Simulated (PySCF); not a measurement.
# One shape, several levels: triplet GeSiH4O

Wanted: a comparison of 5 runs (UHF/STO-3G, UHF/3-21G, UB3LYP/6-31G*, UB2PLYP/def2-SVP, USCS-MP2/def2-SVP) of triplet GeSiH4O. 

Program for the calculation: PySCF 2.14.0.

1 further run of the same task is left out (set aside as unsound or not needed).

## Step 1: The molecule

GeSiH4O: 7 atoms, total charge 0, spin state triplet. SMILES of the parent species: `[SiH3][O][GeH]`. The coordinates come from a PBE0-D4/def2-TZVP relaxation. This is one conformer, not always the lowest. That shape belongs to the parent species and isn't relaxed for this state.

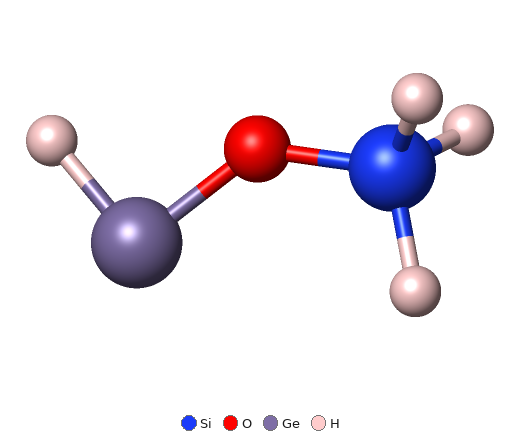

The structure, seen from a chosen angle (silicon blue, oxygen red, germanium purple, hydrogen pink).

## Step 2: A single-point energy at UHF/STO-3G (run 1)

Input file job.py:

```python
from pyscf import gto

mol = gto.M(
    atom=[
    ('Si', (-0.741700, 0.650900, -0.296500)),
    ('O', (0.533500, -0.139300, 0.373700)),
    ('Ge', (1.261400, -1.756200, 0.134200)),
    ('H', (-1.409200, -0.197600, -1.323800)),
    ('H', (-0.260900, 1.901300, -0.937500)),
    ('H', (-1.722500, 0.988100, 0.766400)),
    ('H', (2.400800, -1.515100, 1.238000)),
],
    spin=2,
    max_memory=1860,
    verbose=3,
    basis='sto-3g',
)

hf = mol.UHF()
hf.conv_tol = 1e-10
hf.kernel()
if not hf.converged:
    hf = hf.newton().run(hf.mo_coeff, hf.mo_occ)

e_tot = hf.e_tot
print('E = %.10f Eh' % e_tot)
```

On the command line:

```console
$ OMP_NUM_THREADS=1 python job.py
```

The log of the run:

```text
WARN: HOMO -0.258536272477812 >= LUMO -0.445734035131906

converged SCF energy = -2413.44422227672  <S^2> = 2.0093106  2S+1 = 3.0062007
E = -2413.4442222767 Eh
```

Run time: 1.1 s. Hardware: 1 thread of Arm Neoverse V1, shared host; peak memory 0.12 GiB.

## Step 3: A single-point energy at UHF/3-21G (run 2)

Input file calc.py:

```python
from pyscf import gto, scf

mol = gto.Mole()
mol.atom = '''
Si    -0.741700     0.650900    -0.296500
O      0.533500    -0.139300     0.373700
Ge     1.261400    -1.756200     0.134200
H     -1.409200    -0.197600    -1.323800
H     -0.260900     1.901300    -0.937500
H     -1.722500     0.988100     0.766400
H      2.400800    -1.515100     1.238000
'''
mol.spin = 2
mol.charge = 0
mol.verbose = 3
mol.max_memory = 1860
mol.basis = '3-21g'
mol.build()

mf = scf.UHF(mol)
mf.conv_tol = 1e-10
mf.kernel()
if not mf.converged:
    mf = mf.newton().run(mf.mo_coeff, mf.mo_occ)

e_tot = mf.e_tot
print('Final energy', e_tot)
```

On the command line:

```console
$ OMP_NUM_THREADS=1 python calc.py
```

The log of the run:

```text
WARN: HOMO -0.0757330884592302 >= LUMO -0.254536071493708

converged SCF energy = -2429.48056090142  <S^2> = 2.0107689  2S+1 = 3.0071707
Final energy -2429.4805609014247
```

Run time: 0.99 s. Hardware: 1 thread of Arm Neoverse V1, shared host; peak memory 0.11 GiB.

## Step 4: A single-point energy at UB3LYP/6-31G(d) (spherical functions) (run 3)

Input file job.py:

```python
from pyscf import gto, dft

mol = gto.M(
    atom='''
Si    -1.401610     1.230023    -0.560304
O      1.008169    -0.263239     0.706191
Ge     2.383701    -3.318737     0.253601
H     -2.663002    -0.373410    -2.501619
H     -0.493030     3.592936    -1.771618
H     -3.255053     1.867238     1.448286
H      4.536854    -2.863124     2.339481
''',
    charge=0,
    unit='bohr',
    spin=2,
    verbose=3,
    max_memory=1860,
    basis='6-31g*',
)

mf = dft.UKS(mol)
mf.xc = 'b3lyp'
mf.conv_tol = 1e-10
mf.grids.level = 5
mf.kernel()
if not mf.converged:
    mf = mf.newton().run(mf.mo_coeff, mf.mo_occ)

energy = mf.e_tot
print('E(%s) = %.9f' % ('B3LYP', energy))
```

On the command line:

```console
$ OMP_NUM_THREADS=1 python job.py
```

The log of the run:

```text
WARN: HOMO -0.116546315270078 >= LUMO -0.244787544239094

WARN: HOMO -0.0826446926988553 >= LUMO -0.11235104998047

WARN: HOMO -0.15940273058738 >= LUMO -0.189136974056847

WARN: HOMO -0.163079524394593 >= LUMO -0.182306849164691

WARN: HOMO -0.167562920719621 >= LUMO -0.181552652315649

WARN: HOMO -0.165632073008869 >= LUMO -0.178585806340344

WARN: HOMO -0.165868137123324 >= LUMO -0.178346649693776

WARN: HOMO -0.165826733942179 >= LUMO -0.178246801490421

WARN: HOMO -0.165855860373499 >= LUMO -0.178274201324358

WARN: HOMO -0.165844461417322 >= LUMO -0.178264339293505

WARN: HOMO -0.165846498263331 >= LUMO -0.178268436996095

WARN: HOMO -0.165846112920309 >= LUMO -0.178268440557119

WARN: HOMO -0.165846213354524 >= LUMO -0.178268501193819

converged SCF energy = -2443.82907595112  <S^2> = 2.0047166  2S+1 = 3.0031427
E(B3LYP) = -2443.829075951
```

It took 29 s on 1 thread of Arm Neoverse V1, shared host; peak memory 0.4 GiB.

Run 4 isn't shown in full; the table further down has it.

## Step 5: A single-point energy at USCS-MP2/def2-SVP (run 5)

Input file mol.xyz:

```xyz
7
GeH4OSi
Si    -0.741700     0.650900    -0.296500
O      0.533500    -0.139300     0.373700
Ge     1.261400    -1.756200     0.134200
H     -1.409200    -0.197600    -1.323800
H     -0.260900     1.901300    -0.937500
H     -1.722500     0.988100     0.766400
H      2.400800    -1.515100     1.238000
```

Input file calc.py:

```python
from pyscf import gto, mp

mol = gto.Mole()
mol.atom = 'mol.xyz'
mol.verbose = 3
mol.basis = 'def2-svp'
mol.charge = 0
mol.max_memory = 1860
mol.spin = 2
mol.build()

mf = mol.UHF()
mf.conv_tol = 1e-10
mf.kernel()
if not mf.converged:
    mf = mf.newton().run(mf.mo_coeff, mf.mo_occ)

pt = mp.MP2(mf, frozen=15).run()
e_tot = mf.e_tot + 1.2 * pt.e_corr_os + pt.e_corr_ss / 3
print(f'total energy: {e_tot:.8f} hartree')
```

On the command line:

```console
$ OMP_NUM_THREADS=1 python calc.py
```

The log of the run:

```text
WARN: HOMO -0.041804905195066 >= LUMO -0.219946378910881

converged SCF energy = -2441.04993917533  <S^2> = 2.0130224  2S+1 = 3.0086691
E(UMP2) = -2441.53040432467  E_corr = -0.480465149341211
E(SCS-UMP2) = -2441.51585475141  E_corr = -0.465915576078938
total energy: -2441.51585475 hartree
```

Run time: 3.3 s. Hardware: 1 thread of Arm Neoverse V1, shared host; peak memory 0.2 GiB.

## Step 6: Overview of the runs

```
run                                level  integration grid  frozen core orbitals   energy (Eh)  dipole moment (D) of the reference  HOMO energy (eV)  LUMO energy (eV)  wall time
  1                           UHF/STO-3G                 –                     –  -2413.444222                                1.70             -4.30              3.68      1.1 s
  2                            UHF/3-21G                 –                     –  -2429.480561                                2.20             -7.29             -0.66     0.99 s
  3  UB3LYP/6-31G* (spherical functions)                 5                     –  -2443.829076                                0.77             -4.51                 –       29 s
  4                     UB2PLYP/def2-SVP                 5                    15  -2443.084201                                1.30             -5.80             -3.23       36 s
  5                    USCS-MP2/def2-SVP                 –                    15  -2441.515855                                1.77             -7.74             -0.57      3.3 s
```

## Step 7: Outcome

```
                                                         quantity           value
                                              run 5: total energy  -2441.51585 Eh
                      run 5: dipole moment (Hartree–Fock density)          1.77 D
run 5: HOMO energy (Hartree–Fock orbitals) (highest over α and β)        -7.74 eV
 run 5: LUMO energy (Hartree–Fock orbitals) (lowest over α and β)        -0.57 eV
              run 5: correlation energy (15 core orbitals frozen)      -465.9 mEh
                         run 5: ⟨S²⟩ of the reference determinant           2.013
```

**Reading.** Over runs 1, 2, 3, 4 the dipole moment (its size) runs from 0.77 D (UB3LYP/6-31G*) to 2.20 D (UHF/3-21G). The two ends differ in method and basis. Totals of different functionals can't be ranked against each other. In run 1 the basis is minimal, so the values are rough. All runs together took 71 s, the longest 36 s.
